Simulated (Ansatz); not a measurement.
| atom | x (Å) | y (Å) | z (Å) |
| --- | --- | --- | --- |
| C | 1.0655 | -0.8706 | -2.2020 |
| C | 1.9817 | 0.7912 | 2.1667 |
| In | 0.8130 | -0.4085 | 0.8012 |
| O | 1.5865 | -0.2202 | -1.0752 |
| H | 1.8328 | -1.5315 | -2.6751 |
| H | 0.1712 | -1.5142 | -1.9988 |
| H | 0.7568 | -0.1339 | -2.9839 |
| H | -0.5658 | -1.4699 | 0.8148 |
| H | 2.7674 | 1.3063 | 1.5833 |
| H | 2.4493 | 0.1468 | 2.9360 |
| H | 1.3378 | 1.5377 | 2.6701 |

Geometry: PBE-D3(BJ)/def2-SVP; core potentials replace the inner electrons of In.

The calculation used Ansatz 0.2.0, isolated molecule in a Gaussian basis; Kohn-Sham density functional theory, functional PBE0.

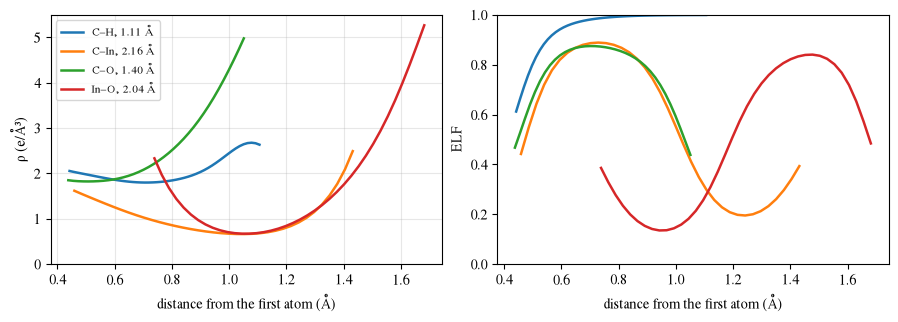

C₂H₇InO. Electron density and ELF along straight lines between neighbouring atoms. The curves leave out the atomic cores.

> What can be read from the curves?

C–H (1.11 Å): ρ at the midpoint is about 1.9 e/Å³; the ELF climbs to about 1 towards the hydrogen, as it does in any bond to H: an ordinary covalent bond to hydrogen.
C–In (2.16 Å): ρ is about 0.67 e/Å³ halfway; the ELF peaks at about 0.90 in the valence shell of C, 0.7 Å from its nucleus, and drops to about 0.20 between the two atoms.
C–O (1.40 Å): the density is about 2.1 e/Å³ at the midpoint, with its minimum of 1.8 e/Å³ about 0.5 Å from C; the ELF peaks at about 0.85 between the atoms (a shared but strongly polarised pair).
In–O (2.04 Å): ρ at the midpoint is about 0.68 e/Å³; the ELF peaks at about 0.85 in the valence shell of O, 0.6 Å from its nucleus, and drops to about 0.15 between the two atoms.
